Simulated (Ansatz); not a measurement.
# BCl+ (doublet): PBE, BLYP, r2SCAN, B97M-V, PBE0, B3LYP, wB97M-V, B2PLYP over vertical gaps between states, def2-QZVPP

Aim: run BCl+ (doublet) with these functionals over vertical gaps between states, and hold them against the top wave-function level at the same points.

Computed with Ansatz 0.2.0, Gaussian basis. Level: def2-QZVPP, all electrons in the functionals, frozen cores in the correlation of double hybrids and RPA.

Plan: PBE, BLYP, r2SCAN, B97M-V, PBE0, B3LYP, wB97M-V, B2PLYP, at charge 1, doublet; charge 1, quartet.

## Step 1: What is computed

The geometry is a PBE0/def2-TZVP stationary point (not a proven minimum).

2 atoms, charge 1, spin multiplicity 2.

Atoms are counted from 1 here; the program's logs count them from 0.

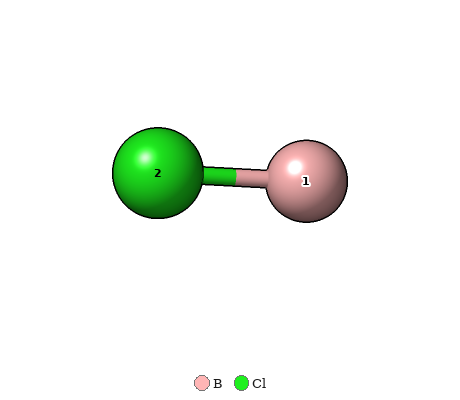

The structure; boron pink, chlorine green; atoms are numbered from 1 in the order of the file.

No dispersion term is added; B97M-V, wB97M-V hold VV10 nonlocal correlation. B3LYP takes the VWN-RPA correlation.

The geometry shown and the zero of energy belong to the point charge 1, doublet. The yardstick, UCCSD(T), and other wave-function levels (R restricted, U unrestricted, valence and pair active spaces) come from earlier runs.

## Step 2: PBE, charge 1, doublet

Input file in.yaml:

```yaml
crystal:
  periodic: [false, false, false]
  atoms:
    - {symbol: B, position_ang: [0.000000, 0.000000, 0.000000]}
    - {symbol: Cl, position_ang: [0.000000, 0.000000, 1.596400]}
basis:
  gaussian: {orbitals: "def2-QZVPP.json"}
total_charge: 1
magnetization: {spin_polarized: true, initial_magnetization: 1}
hamiltonian: {xc: {name: PBE}}
output: {orbitals: {seedname: orbitals}}
```

Command:

```bash
$ ansatz run in.yaml --threads 1 --pin off --events-out ev --progress --plain --max-ram 2393MiB
```

What it wrote:

```text
Functional definition: PBE
  name "PBE"
  cite "Perdew, Burke & Ernzerhof, Phys. Rev. Lett. 77, 3865 (1996) doi:10.1103/PhysRevLett.77.3865"
  parent pbe
  parameter kappa = 0.804
  parameter beta = 0.06672455060314922
  exchange = pbe_x(kappa = kappa, mu = beta*pi^2/3)
  correlation = pbe_c(beta = beta)
523 factors; their error is unknown
mean field evaluation 1: about -13178.5045 eV, gradient 2.9e1 eV
mean field evaluation 2: about -13168.4784 eV, gradient 5.4e1 eV
mean field evaluation 4: about -13182.0440 eV, gradient 3.2e0 eV
mean field evaluation 8: about -13182.0812 eV, gradient 7.0e-3 eV
mean field -13182.08122340 eV, -484.4325498243 hartree, gradient 3.8e-5 eV, S^2 0.758333; 0 other end points of the search recorded, 0 dependent functions left out
reference -13182.08125704 eV, -484.4325510605 hartree; 11, 10 occupied and 116, 117 virtual orbitals, 523 factors
Total energy: -13182.08125704 eV, -484.4325510605 hartree
```

Wall time 1.9 s (1 thread of Arm Neoverse V2, shared host).

From the report: ⟨S²⟩ of the determinant 0.758 (pure doublet: 0.75).

## Step 3: PBE, charge 1, quartet

in.yaml, as its differences from that of step 2:

```diff
@@ -8,3 +8,3 @@
 total_charge: 1
-magnetization: {spin_polarized: true, initial_magnetization: 1}
+magnetization: {spin_polarized: true, initial_magnetization: 3}
 hamiltonian: {xc: {name: PBE}}
```

Same command.

What it wrote:

```text
Functional definition: PBE
  name "PBE"
  cite "Perdew, Burke & Ernzerhof, Phys. Rev. Lett. 77, 3865 (1996) doi:10.1103/PhysRevLett.77.3865"
  parent pbe
  parameter kappa = 0.804
  parameter beta = 0.06672455060314922
  exchange = pbe_x(kappa = kappa, mu = beta*pi^2/3)
  correlation = pbe_c(beta = beta)
523 factors; their error is unknown
mean field evaluation 1: about -13173.5507 eV, gradient 2.1e1 eV
mean field evaluation 2: about -13173.7292 eV, gradient 2.1e1 eV
mean field evaluation 4: about -13175.3238 eV, gradient 7.6e0 eV
mean field evaluation 8: about -13176.0172 eV, gradient 1.0e0 eV
mean field evaluation 16: about -13176.0183 eV, gradient 1.8e-3 eV
mean field evaluation 32: about -13176.0183 eV, gradient 2.2e-1 eV
mean field evaluation 64: about -13175.5784 eV, gradient 3.3e-2 eV
mean field -13176.01833030 eV, -484.2097426124 hartree, gradient 2.5e-5 eV, S^2 3.755470; 7 other end points of the search recorded, 0 dependent functions left out
reference -13176.01837075 eV, -484.2097440989 hartree; 12, 9 occupied and 115, 118 virtual orbitals, 523 factors
Total energy: -13176.01837075 eV, -484.2097440989 hartree
```

Run time: 7.5 s. Hardware: 1 thread of Arm Neoverse V2, shared host.

From the report: ⟨S²⟩ of the determinant 3.755 (pure quartet: 3.75).

From charge 1, doublet: +6.063 eV.

## Step 4: BLYP, charge 1, doublet

in.yaml, as its differences from that of step 3:

```diff
@@ -8,4 +8,3 @@
 total_charge: 1
-magnetization: {spin_polarized: true, initial_magnetization: 3}
-hamiltonian: {xc: {name: PBE}}
-output: {orbitals: {seedname: orbitals}}
+magnetization: {spin_polarized: true, initial_magnetization: 1}
+hamiltonian: {xc: {name: BLYP}}
```

The command is unchanged.

What it wrote:

```text
Functional definition: BLYP
  name "BLYP"
  cite "Becke, Phys. Rev. A 38, 3098 (1988) doi:10.1103/PhysRevA.38.3098"
  cite "Lee, Yang & Parr, Phys. Rev. B 37, 785 (1988) doi:10.1103/PhysRevB.37.785"
  parameter beta = 0.0042
  parameter a = 0.04918
  parameter b = 0.132
  parameter c = 0.2533
  parameter d = 0.349
  exchange = b88_x(beta = beta)
  correlation = lyp_c(a = a, b = b, c = c, d = d)
523 factors; their error is unknown
mean field evaluation 1: about -13184.3455 eV, gradient 3.0e1 eV
mean field evaluation 2: about -13172.0055 eV, gradient 5.9e1 eV
mean field evaluation 4: about -13188.1293 eV, gradient 3.6e0 eV
mean field evaluation 8: about -13188.1801 eV, gradient 8.7e-3 eV
mean field evaluation 16: about -13188.1763 eV, gradient 1.7e-5 eV
mean field -13188.17633403 eV, -484.6565410085 hartree, gradient 1.7e-5 eV, S^2 0.755184; 0 other end points of the search recorded, 0 dependent functions left out
reference -13188.17657933 eV, -484.6565500232 hartree; 11, 10 occupied and 116, 117 virtual orbitals, 523 factors
Total energy: -13188.17657933 eV, -484.6565500232 hartree
```

Wall time 2.3 s (1 thread of Arm Neoverse V2, shared host).

From the report: ⟨S²⟩ of the determinant 0.755 (pure doublet: 0.75).

## Step 5: BLYP, charge 1, quartet

in.yaml, as its differences from that of step 4:

```diff
@@ -8,3 +8,3 @@
 total_charge: 1
-magnetization: {spin_polarized: true, initial_magnetization: 1}
+magnetization: {spin_polarized: true, initial_magnetization: 3}
 hamiltonian: {xc: {name: BLYP}}
```

The command is unchanged.

What it wrote, shortened:

```text
Functional definition: BLYP
  name "BLYP"
  cite "Becke, Phys. Rev. A 38, 3098 (1988) doi:10.1103/PhysRevA.38.3098"
  cite "Lee, Yang & Parr, Phys. Rev. B 37, 785 (1988) doi:10.1103/PhysRevB.37.785"
[...]
523 factors; their error is unknown
[...]
mean field -13182.01254890 eV, -484.4300260831 hartree, gradient 4.6e-5 eV, S^2 3.753829; 7 other end points of the search recorded, 0 dependent functions left out
reference -13182.01281082 eV, -484.4300357086 hartree; 12, 9 occupied and 115, 118 virtual orbitals, 523 factors
Total energy: -13182.01281082 eV, -484.4300357086 hartree
```

Run time: 9.5 s. Hardware: 1 thread of Arm Neoverse V2, shared host.

From the report: ⟨S²⟩ of the determinant 3.754 (pure quartet: 3.75).

From charge 1, doublet: +6.164 eV.

## Step 6: r2SCAN, charge 1, doublet

in.yaml, as its differences from that of step 5:

```diff
@@ -8,3 +8,3 @@
 total_charge: 1
-magnetization: {spin_polarized: true, initial_magnetization: 3}
-hamiltonian: {xc: {name: BLYP}}
+magnetization: {spin_polarized: true, initial_magnetization: 1}
+hamiltonian: {xc: {name: r2SCAN}}
```

Launched as before.

What it wrote:

```text
Functional definition: r2SCAN
  name "r2SCAN"
  cite "Furness, Kaplan, Ning, Perdew & Sun, J. Phys. Chem. Lett. 11, 8208 (2020) doi:10.1021/acs.jpclett.0c02405"
  cite "Furness, Kaplan, Ning, Perdew & Sun, J. Phys. Chem. Lett. 11, 9248 (2020) doi:10.1021/acs.jpclett.0c03077"
  parent r2scan
  parameter k0 = 0.174
  parameter k1 = 0.065
  parameter a1 = 4.9479
  exchange = r2scan_x(k0 = k0, k1 = k1, a1 = a1)
  correlation = r2scan_c
523 factors; their error is unknown
mean field evaluation 1: about -13183.9432 eV, gradient 2.7e1 eV
mean field evaluation 2: about -13178.3455 eV, gradient 4.3e1 eV
mean field evaluation 4: about -13187.0525 eV, gradient 1.9e0 eV
mean field evaluation 8: about -13187.0612 eV, gradient 1.4e-2 eV
mean field -13187.06117049 eV, -484.6155595043 hartree, gradient 5.1e-5 eV, S^2 0.761536; 0 other end points of the search recorded, 0 dependent functions left out
reference -13187.06118155 eV, -484.6155599107 hartree; 11, 10 occupied and 116, 117 virtual orbitals, 523 factors
Total energy: -13187.06118155 eV, -484.6155599107 hartree
```

Run time: 3.7 s. Hardware: 1 thread of Arm Neoverse V2, shared host.

From the report: ⟨S²⟩ of the determinant 0.762 (pure doublet: 0.75).

## Step 7: r2SCAN, charge 1, quartet

in.yaml, as its differences from that of step 6:

```diff
@@ -8,3 +8,3 @@
 total_charge: 1
-magnetization: {spin_polarized: true, initial_magnetization: 1}
+magnetization: {spin_polarized: true, initial_magnetization: 3}
 hamiltonian: {xc: {name: r2SCAN}}
```

Same command.

What it wrote, shortened:

```text
Functional definition: r2SCAN
  name "r2SCAN"
  cite "Furness, Kaplan, Ning, Perdew & Sun, J. Phys. Chem. Lett. 11, 8208 (2020) doi:10.1021/acs.jpclett.0c02405"
  cite "Furness, Kaplan, Ning, Perdew & Sun, J. Phys. Chem. Lett. 11, 9248 (2020) doi:10.1021/acs.jpclett.0c03077"
  parent r2scan
[...]
523 factors; their error is unknown
[...]
mean field -13181.17874814 eV, -484.3993844705 hartree, gradient 1.8e-5 eV, S^2 3.759254; 6 other end points of the search recorded, 0 dependent functions left out
reference -13181.17876141 eV, -484.3993849581 hartree; 12, 9 occupied and 115, 118 virtual orbitals, 523 factors
Total energy: -13181.17876141 eV, -484.3993849581 hartree
```

It took 19 s on 1 thread of Arm Neoverse V2, shared host.

From the report: ⟨S²⟩ of the determinant 3.759 (pure quartet: 3.75).

From charge 1, doublet: +5.882 eV.

## Step 8: B97M-V, charge 1, doublet

in.yaml, as its differences from that of step 7:

```diff
@@ -8,3 +8,3 @@
 total_charge: 1
-magnetization: {spin_polarized: true, initial_magnetization: 3}
-hamiltonian: {xc: {name: r2SCAN}}
+magnetization: {spin_polarized: true, initial_magnetization: 1}
+hamiltonian: {xc: {name: B97M-V}}
```

The command is unchanged.

What it wrote, shortened:

```text
Functional definition: B97M-V
  name "B97M-V"
  cite "Mardirossian & Head-Gordon, J. Chem. Phys. 142, 074111 (2015) doi:10.1063/1.4907719"
  cite "Becke, J. Chem. Phys. 107, 8554 (1997) doi:10.1063/1.475007"
  cite "Vydrov & Van Voorhis, J. Chem. Phys. 133, 244103 (2010) doi:10.1063/1.3521275"
  # Of w^i u^j: cxij and so on, Table III.
[...]
  gx(w, u) = cx00 + cx01*u + cx02*u^2 + (cx10 + cx11*u)*w
  gss(w, u) = css00 + css02*u^2 + css10*w + (css32*w^3 + css42*w^4)*u^2
  gos(w, u) = cos00 + cos01*u + cos03*u^3 + cos10*w + cos32*w^3*u^2
[...]
      + integral(e_c_pw_mod_opposite_spin*gos(b97_w_opposite, b97_u_opposite)) + vv10(b, c)
523 factors; their error is unknown
[...]
mean field -13185.26060190 eV, -484.5493898291 hartree, gradient 3.7e-5 eV, S^2 0.760590; 0 other end points of the search recorded, 0 dependent functions left out
reference -13185.26064797 eV, -484.5493915221 hartree; 11, 10 occupied and 116, 117 virtual orbitals, 523 factors
Total energy: -13185.26064797 eV, -484.5493915221 hartree
```

It took 5.5 s on 1 thread of Arm Neoverse V2, shared host.

From the report: ⟨S²⟩ of the determinant 0.761 (pure doublet: 0.75).

## Step 9: B97M-V, charge 1, quartet

in.yaml, as its differences from that of step 8:

```diff
@@ -8,3 +8,3 @@
 total_charge: 1
-magnetization: {spin_polarized: true, initial_magnetization: 1}
+magnetization: {spin_polarized: true, initial_magnetization: 3}
 hamiltonian: {xc: {name: B97M-V}}
```

The command is unchanged.

What it wrote, shortened:

```text
Functional definition: B97M-V
  name "B97M-V"
  cite "Mardirossian & Head-Gordon, J. Chem. Phys. 142, 074111 (2015) doi:10.1063/1.4907719"
  cite "Becke, J. Chem. Phys. 107, 8554 (1997) doi:10.1063/1.475007"
  cite "Vydrov & Van Voorhis, J. Chem. Phys. 133, 244103 (2010) doi:10.1063/1.3521275"
  # Of w^i u^j: cxij and so on, Table III.
[...]
  gx(w, u) = cx00 + cx01*u + cx02*u^2 + (cx10 + cx11*u)*w
  gss(w, u) = css00 + css02*u^2 + css10*w + (css32*w^3 + css42*w^4)*u^2
  gos(w, u) = cos00 + cos01*u + cos03*u^3 + cos10*w + cos32*w^3*u^2
[...]
      + integral(e_c_pw_mod_opposite_spin*gos(b97_w_opposite, b97_u_opposite)) + vv10(b, c)
523 factors; their error is unknown
[...]
mean field -13179.05644970 eV, -484.3213914412 hartree, gradient 5.6e-6 eV, S^2 3.757011; 7 other end points of the search recorded, 0 dependent functions left out
reference -13179.05650641 eV, -484.3213935251 hartree; 12, 9 occupied and 115, 118 virtual orbitals, 523 factors
Total energy: -13179.05650641 eV, -484.3213935251 hartree
```

Run time: 30 s. Hardware: 1 thread of Arm Neoverse V2, shared host.

From the report: ⟨S²⟩ of the determinant 3.757 (pure quartet: 3.75).

From charge 1, doublet: +6.204 eV.

## Step 10: PBE0, charge 1, doublet

in.yaml, as its differences from that of step 9:

```diff
@@ -8,3 +8,4 @@
 total_charge: 1
-magnetization: {spin_polarized: true, initial_magnetization: 3}
-hamiltonian: {xc: {name: B97M-V}}
+magnetization: {spin_polarized: true, initial_magnetization: 1}
+hamiltonian: {xc: {name: PBE0}}
+output: {orbitals: {seedname: orbitals}}
```

The command is unchanged.

What it wrote:

```text
Functional definition: PBE0
  name "PBE0"
  cite "Adamo & Barone, J. Chem. Phys. 110, 6158 (1999) doi:10.1063/1.478522"
  cite "Perdew, Burke & Ernzerhof, Phys. Rev. Lett. 77, 3865 (1996) doi:10.1103/PhysRevLett.77.3865"
  parent pbe
  parameter a = 0.25
  parameter kappa = 0.804
  parameter beta = 0.06672455060314922
  exchange = (1 - a)*pbe_x(kappa = kappa, mu = beta*pi^2/3) + a*exact_x
  correlation = pbe_c(beta = beta)
559 factors; their error is unknown
mean field evaluation 1: about -13180.2350 eV, gradient 2.5e1 eV
mean field evaluation 2: about -13177.4218 eV, gradient 3.5e1 eV
mean field evaluation 4: about -13183.0965 eV, gradient 1.3e0 eV
mean field evaluation 8: about -13183.1194 eV, gradient 3.0e-2 eV
mean field -13183.11943980 eV, -484.4707035733 hartree, gradient 5.5e-5 eV, S^2 0.757890; 0 other end points of the search recorded, 0 dependent functions left out
reference -13183.11946512 eV, -484.4707045037 hartree; 11, 10 occupied and 116, 117 virtual orbitals, 559 factors
Total energy: -13183.11946512 eV, -484.4707045037 hartree
```

It took 2.2 s on 1 thread of Arm Neoverse V2, shared host.

From the report: ⟨S²⟩ of the determinant 0.758 (pure doublet: 0.75).

[end of part 1 of 2]
